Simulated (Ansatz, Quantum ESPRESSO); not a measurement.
# RbMgHF2 (P4/mmm): third-order response

Wanted: vibrational spectra of RbMgHF2 (P4/mmm) from linear and non-linear response.

Calculated with Quantum ESPRESSO 8.0 development, patched; DFT LDA, scalar-relativistic, plane waves, PseudoDojo norm-conserving pseudopotentials.

The structure was built from a prototype and need not be the compound's stable phase.

## 1. The structure

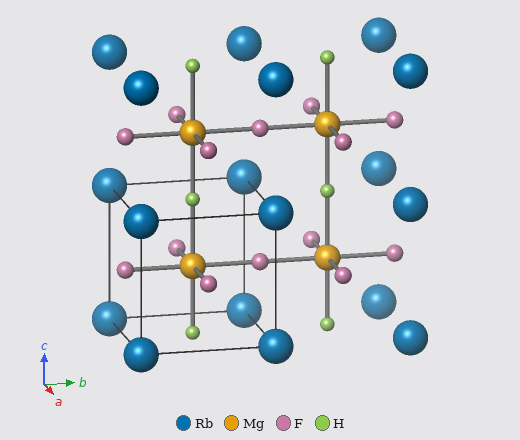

Start, viewed slightly off an axis; rubidium blue, magnesium orange, fluorine pink, hydrogen green. 1×2×2 cells are drawn. Some periodic images of atoms are drawn too.

## 2. A first look

Before anything dear is run, a loose run with smearing shows whether this is a metal and how far the cell is from rest.

Contents of probe.in:

```
 &control
    calculation='scf',
    prefix='x',
    outdir='./tmp',
    pseudo_dir='./pseudo',
    tprnfor=.true.,
    tstress=.true.,
    verbosity='high',
 /
 &system
    ibrav=1,
    celldm(1)=7.60098241,
    nat=5,
    ntyp=4,
    ecutwfc=84.0,
    occupations='smearing',
    smearing='gaussian',
    degauss=0.01,
 /
 &electrons
    conv_thr=1.0d-07,
    mixing_beta=0.7,
    electron_maxstep=100,
 /
ATOMIC_SPECIES
 Rb     85.4678  Rb.upf
 Mg     24.3050  Mg.upf
 F      18.9984  F.upf
 H       1.0080  H.upf
ATOMIC_POSITIONS crystal
 Rb     0.000000000   0.000000000   0.000000000
 Mg     0.500000000   0.500000000   0.500000000
 F      0.500000000   0.000000000   0.500000000
 F      0.000000000   0.500000000   0.500000000
 H      0.500000000   0.500000000   0.000000000
K_POINTS automatic
 4 4 4 0 0 0
```

Command:

```bash
$ OMP_NUM_THREADS=1 mpirun -n 4 pw.x -nk 4 -in probe.in > probe.out
```

Output:

```text
[banners, grids, parts of the stress and lines that vanish by symmetry left out]
Program PWSCF v.8.0dev
     bravais-lattice index     =            1
     lattice parameter (alat)  =       7.6010  a.u.
[...]
kinetic-energy cutoff     =      84.0000  Ry
     charge density cutoff     =     336.0000  Ry
     scf convergence threshold =      1.0E-07
[...]
Exchange-correlation= SLA-PW-NOGX-NOGC
                           (   1   4   0   0   0   0   0)
[...]
16 Sym. Ops., with inversion, found
[...]
(     0          1          0      )
                  (     0          0          1      )
[...]
(  0.0000000  1.0000000  0.0000000 )
                  (  0.0000000  0.0000000  1.0000000 )
[...]
(     0         -1          0      )
                  (     0          0          1      )
[...]
( -1.0000000  0.0000000  0.0000000 )
                  (  0.0000000  0.0000000 -1.0000000 )
[...]
number of k points=    18  Gaussian smearing, width (Ry)=  0.0100
[...]
End of self-consistent calculation
[...]
the Fermi energy is     5.9219 ev
!    total energy              =    -272.73998753 Ry
[...]
convergence has been achieved in   6 iterations
[...]
atom    1 type  1   force =     0.00000000    0.00000000    0.00000000
     atom    2 type  2   force =     0.00000000    0.00000000    0.00000000
     atom    3 type  3   force =     0.00000000    0.00000000    0.00000000
     atom    4 type  3   force =     0.00000000    0.00000000    0.00000000
     atom    5 type  4   force =     0.00000000    0.00000000    0.00000000
[...]
Total force =     0.000000     Total SCF correction =     0.000000
[...]
total   stress  (Ry/bohr**3)                   (kbar)     P=      -14.19
[...]
XML data file, charge density, pseudopotentials, collected wavefunctions

   JOB DONE.
```

It took 6.1 s on 4 MPI ranks of Arm Neoverse V2, shared host.

Read from the output:

```yaml
volume_per_atom: 13.01 Å³
pressure: -1.420 GPa
gap_on_the_k_mesh: 5.295 eV
```

A gap of 5.3 eV opens on this mesh, so the crystal is taken as an insulator; the start stands at -1.4 GPa.

## 3. Relaxing the cell and atoms

The relaxation runs at a cutoff a fifth above that of the response, since stress converges more slowly with the basis than frequencies do. Forces and stress are brought to rest with tight thresholds.

Contents of relax.in:

```
 &control
    calculation='vc-relax',
    prefix='x',
    outdir='./tmp',
    pseudo_dir='./pseudo',
    tprnfor=.true.,
    tstress=.true.,
    forc_conv_thr=2.0d-05,
    etot_conv_thr=1.0d-07,
    nstep=40,
 /
 &system
    ibrav=1,
    celldm(1)=7.60098241,
    nat=5,
    ntyp=4,
    ecutwfc=101,
    occupations='fixed',
    nbnd=19,
 /
 &electrons
    conv_thr=1.0d-11,
    mixing_beta=0.7,
    electron_maxstep=100,
 /
 &ions
 /
 &cell
    press_conv_thr=0.2,
 /
ATOMIC_SPECIES
 Rb     85.4678  Rb.upf
 Mg     24.3050  Mg.upf
 F      18.9984  F.upf
 H       1.0080  H.upf
ATOMIC_POSITIONS crystal
 Rb     0.000000000   0.000000000   0.000000000
 Mg     0.500000000   0.500000000   0.500000000
 F      0.500000000   0.000000000   0.500000000
 F      0.000000000   0.500000000   0.500000000
 H      0.500000000   0.500000000   0.000000000
K_POINTS automatic
 6 6 6 0 0 0
```

Command:

```bash
$ OMP_NUM_THREADS=1 mpirun -n 4 pw.x -nk 4 -in relax.in > relax.out
```

Output:

```text
[banners, grids, parts of the stress and lines that vanish by symmetry left out]
[banner, memory and clock lines left out]
Program PWSCF v.8.0dev

[...]
kinetic-energy cutoff     =     101.0000  Ry
     charge density cutoff     =     404.0000  Ry
     scf convergence threshold =      1.0E-11
[...]
energy convergence thresh.=      1.0E-07
     force convergence thresh. =      2.0E-05
     press convergence thresh. =      2.0E-01
     Exchange-correlation= SLA-PW-NOGX-NOGC
                           (   1   4   0   0   0   0   0)
[...]
16 Sym. Ops., with inversion, found
[...]
number of k points=    40
[...]
End of self-consistent calculation
[...]
highest occupied, lowest unoccupied level (ev):     4.7420   10.0367
!    total energy              =    -272.74008763 Ry
[...]
convergence has been achieved in  10 iterations
[...]
atom    1 type  1   force =     0.00000000    0.00000000    0.00000000
     atom    2 type  2   force =     0.00000000    0.00000000    0.00000000
     atom    3 type  3   force =     0.00000000    0.00000000    0.00000000
     atom    4 type  3   force =     0.00000000    0.00000000    0.00000000
     atom    5 type  4   force =     0.00000000    0.00000000    0.00000000
     Total force =     0.000000     Total SCF correction =     0.000000
[...]
total   stress  (Ry/bohr**3)                   (kbar)     P=      -13.79
[...]
number of bfgs steps    =   0
[...]
CELL_PARAMETERS (alat=  7.60098241)
[...]
ATOMIC_POSITIONS (crystal)
Rb               0.0000000000        0.0000000000        0.0000000000
Mg               0.5000000000        0.5000000000        0.5000000000
F                0.5000000000        0.0000000000        0.5000000000
F                0.0000000000        0.5000000000        0.5000000000
[...]
New effective cutoffs (rho, wfc):  405.12  101.49
[...]
End of self-consistent calculation
[...]
highest occupied, lowest unoccupied level (ev):     4.8172   10.1608
!    total energy              =    -272.74033112 Ry
[...]
convergence has been achieved in   6 iterations
[...]
atom    1 type  1   force =     0.00000000    0.00000000    0.00000000
     atom    2 type  2   force =     0.00000000    0.00000000    0.00000000
     atom    3 type  3   force =     0.00000000    0.00000000    0.00000000
     atom    4 type  3   force =     0.00000000    0.00000000    0.00000000
     atom    5 type  4   force =     0.00000000    0.00000000    0.00000000
     Total force =     0.000000     Total SCF correction =     0.000000
[...]
total   stress  (Ry/bohr**3)                   (kbar)     P=       -9.41
[...]
number of bfgs steps    =   1
[...]
CELL_PARAMETERS (alat=  7.60098241)
[...]
ATOMIC_POSITIONS (crystal)
[...]
New effective cutoffs (rho, wfc):  408.06  102.24
[...]
End of self-consistent calculation
[...]
highest occupied, lowest unoccupied level (ev):     4.9203   10.3336
!    total energy              =    -272.74051547 Ry
[...]
convergence has been achieved in   8 iterations
[...]
atom    1 type  1   force =     0.00000000    0.00000000    0.00000000
     atom    2 type  2   force =     0.00000000    0.00000000    0.00000000
     atom    3 type  3   force =     0.00000000    0.00000000    0.00000000
     atom    4 type  3   force =     0.00000000    0.00000000    0.00000000
[...]
WARNING: bfgs curvature condition failed, Theta= 0.948
[...]
New effective cutoffs (rho, wfc):  410.76  102.96
[...]
highest occupied, lowest unoccupied level (ev):     4.9731   10.4346
!    total energy              =    -272.74055264 Ry
[...]
convergence has been achieved in   6 iterations
[...]
Total force =     0.000000     Total SCF correction =     0.000000
[...]
total   stress  (Ry/bohr**3)                   (kbar)     P=        0.34
[...]
number of bfgs steps    =   5
[...]
New effective cutoffs (rho, wfc):  411.39  103.13
[...]
highest occupied, lowest unoccupied level (ev):     4.9689   10.4352
!    total energy              =    -272.74055759 Ry
[...]
convergence has been achieved in   6 iterations
[...]
Total force =     0.000000     Total SCF correction =     0.000000
[...]
total   stress  (Ry/bohr**3)                   (kbar)     P=        0.22
[...]
number of bfgs steps    =   6
[...]
New effective cutoffs (rho, wfc):  412.33  103.40
[...]
highest occupied, lowest unoccupied level (ev):     4.9620   10.4355
!    total energy              =    -272.74056068 Ry
[...]
convergence has been achieved in   6 iterations
[...]
Total force =     0.000000     Total SCF correction =     0.000000
[...]
total   stress  (Ry/bohr**3)                   (kbar)     P=        0.03
[...]
number of bfgs steps    =   7
[...]
CELL_PARAMETERS (alat=  7.60098241)
[...]
ATOMIC_POSITIONS (crystal)
[...]
New effective cutoffs (rho, wfc):  412.40  103.42
[...]
End of self-consistent calculation
[...]
highest occupied, lowest unoccupied level (ev):     4.9613   10.4353
!    total energy              =    -272.74056069 Ry
[...]
convergence has been achieved in   5 iterations
[...]
atom    3 type  3   force =     0.00000000    0.00000000    0.00000000
     atom    4 type  3   force =     0.00000000    0.00000000    0.00000000
     atom    5 type  4   force =     0.00000000    0.00000000    0.00000000
     Total force =     0.000000     Total SCF correction =     0.000000
[...]
total   stress  (Ry/bohr**3)                   (kbar)     P=        0.00
[...]
bfgs converged in   9 scf cycles and   8 bfgs steps
[...]
End of BFGS Geometry Optimization
     Final enthalpy           =    -272.7405606949 Ry
     File ./tmp/x.bfgs deleted, as requested
[...]
CELL_PARAMETERS (alat=  7.60098241)
[...]
ATOMIC_POSITIONS (crystal)
[...]
F                0.0000000000        0.5000000000        0.5000000000
H                0.5000000000        0.5000000000        0.0000000000
[...]
Final scf calculation at the relaxed structure.
[...]
kinetic-energy cutoff     =     101.0000  Ry
     charge density cutoff     =     404.0000  Ry
     scf convergence threshold =      1.0E-13
[...]
press convergence thresh. =      2.0E-01
     Exchange-correlation= SLA-PW-NOGX-NOGC
                           (   1   4   0   0   0   0   0)
[...]
16 Sym. Ops., with inversion, found
[...]
number of k points=    40
[...]
End of self-consistent calculation
[...]
highest occupied, lowest unoccupied level (ev):     4.9613   10.4353
!    total energy              =    -272.74055502 Ry
[...]
convergence has been achieved in  13 iterations
[...]
atom    1 type  1   force =     0.00000000    0.00000000    0.00000000
     atom    2 type  2   force =     0.00000000    0.00000000    0.00000000
     atom    3 type  3   force =     0.00000000    0.00000000    0.00000000
     atom    4 type  3   force =     0.00000000    0.00000000    0.00000000
     atom    5 type  4   force =     0.00000000    0.00000000    0.00000000
     Total force =     0.000000     Total SCF correction =     0.000000
[...]
total   stress  (Ry/bohr**3)                   (kbar)     P=       -0.01
[...]
XML data file, charge density, pseudopotentials, collected wavefunctions
```

Run time: 2.5 min. Hardware: 4 MPI ranks; 10 min of CPU time.

The steps of the relaxation:

| step | energy less that of the first step (eV) | largest force (eV/Å) | pressure (GPa) | volume (Å³) |
| --- | --- | --- | --- | --- |
| 1 | 0.0000 | 0.0000 | -1.38 | 65.07 |
| 2 | -0.0033 | 0.0000 | -0.94 | 64.62 |
| 3 | -0.0058 | 0.0000 | -0.32 | 63.99 |
| 4 | -0.0062 | 0.0000 | 0.02 | 63.66 |
| 5 | -0.0063 | 0.0000 | 0.04 | 63.64 |
| 6 | -0.0063 | 0.0000 | 0.03 | 63.63 |
| 7 | -0.0064 | 0.0000 | 0.02 | 63.63 |
| 8 | -0.0064 | 0.0000 | 0.00 | 63.63 |
| 9 | -0.0064 | 0.0000 | 0.00 | 63.63 |
| 10 | -0.0064 | 0.0000 | 0.00 | 63.63 |

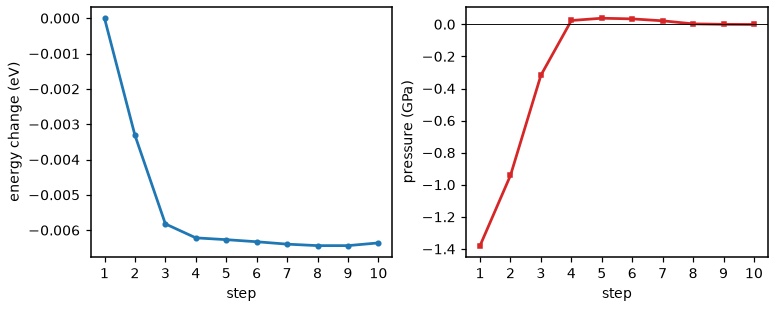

Energy and pressure along the relaxation.

| conventional cell, symmetrised | before | after | change |
| --- | --- | --- | --- |
| a (Å) | 4.022 | 4.001 | -0.5 % |
| b (Å) | 4.022 | 4.001 | -0.5 % |
| c (Å) | 4.022 | 3.974 | -1.2 % |
| volume (Å³/atom) | 13.01 | 12.73 | -2.2 % |

Final coordinates:

```
CELL_PARAMETERS angstrom
4.00132 0.00000 0.00000
0.00000 4.00132 0.00000
0.00000 0.00000 3.97414
ATOMIC_POSITIONS crystal
Rb 0.00000 0.00000 0.00000
Mg 0.50000 0.50000 0.50000
F 0.50000 0.00000 0.50000
F 0.00000 0.50000 0.50000
H 0.50000 0.50000 0.00000
```

The last row of the table of steps is pw.x's closing run on a basis chosen anew for the final cell, so its energy can jump.

Read from the output:

- volume per atom: 12.73 Å³
- pressure: -0.001333 GPa
- gap on the k-mesh: 5.474 eV

The volume changes by -2.2 % from the cell with which this run began.

## 4. Self-consistent run for the response

Perturbation theory inherits every error of the wavefunctions, so the threshold is set near the limit of the arithmetic. With a gap, occupations are fixed, which also allows the response to an electric field.

Contents of scf.in:

```
 &control
    calculation='scf',
    prefix='x',
    outdir='./tmp',
    pseudo_dir='./pseudo',
    tprnfor=.true.,
    tstress=.true.,
 /
 &system
    ibrav=6,
    celldm(1)=7.56139212,
    celldm(3)=0.9932085,
    nat=5,
    ntyp=4,
    ecutwfc=84.0,
    occupations='fixed',
    nbnd=19,
 /
 &electrons
    conv_thr=1.0d-12,
    mixing_beta=0.7,
    electron_maxstep=100,
 /
ATOMIC_SPECIES
 Rb     85.4678  Rb.upf
 Mg     24.3050  Mg.upf
 F      18.9984  F.upf
 H       1.0080  H.upf
ATOMIC_POSITIONS crystal
 Rb     0.000000000   0.000000000   0.000000000
 Mg     0.500000000   0.500000000   0.500000000
 F      0.500000000   0.000000000   0.500000000
 F      0.000000000   0.500000000   0.500000000
 H      0.500000000   0.500000000   0.000000000
K_POINTS automatic
 6 6 6 0 0 0
```

Command:

```bash
$ OMP_NUM_THREADS=1 mpirun -n 4 pw.x -nk 4 -in scf.in > scf.out
```

Output:

```text
[banners, grids, parts of the stress and lines that vanish by symmetry left out]
[banner, memory and clock lines left out]
Program PWSCF v.8.0dev

[...]
kinetic-energy cutoff     =      84.0000  Ry
     charge density cutoff     =     336.0000  Ry
     scf convergence threshold =      1.0E-12
[...]
Exchange-correlation= SLA-PW-NOGX-NOGC
                           (   1   4   0   0   0   0   0)
[...]
16 Sym. Ops., with inversion, found
[...]
number of k points=    40
[...]
End of self-consistent calculation
[...]
highest occupied, lowest unoccupied level (ev):     4.9614   10.4354
!    total energy              =    -272.74046942 Ry
[...]
convergence has been achieved in  11 iterations
[...]
atom    1 type  1   force =     0.00000000    0.00000000    0.00000000
     atom    2 type  2   force =     0.00000000    0.00000000    0.00000000
     atom    3 type  3   force =     0.00000000    0.00000000    0.00000000
     atom    4 type  3   force =     0.00000000    0.00000000    0.00000000
     atom    5 type  4   force =     0.00000000    0.00000000    0.00000000
     Total force =     0.000000     Total SCF correction =     0.000000
[...]
total   stress  (Ry/bohr**3)                   (kbar)     P=       -0.12
[...]
XML data file, charge density, pseudopotentials, collected wavefunctions
```

Wall time 16 s (4 MPI ranks).

Numbers from this step:

```
pressure : -0.01233 GPa
```

The cell stands at -0.012 GPa, close enough for phonons.

[end of part 1 of 3]

[Host names and launcher messages were left out of these logs when they were recorded.]

[Logs are printed without paths, hosts, clocks, repeated set-up lines and the standing remarks that a program may print on its own settings, such as how far it seeks lower states.]

[Hosts, paths, dates, database ids (printed as entryN), source tags and the programs' standing remarks are cut or masked in the printed files.]
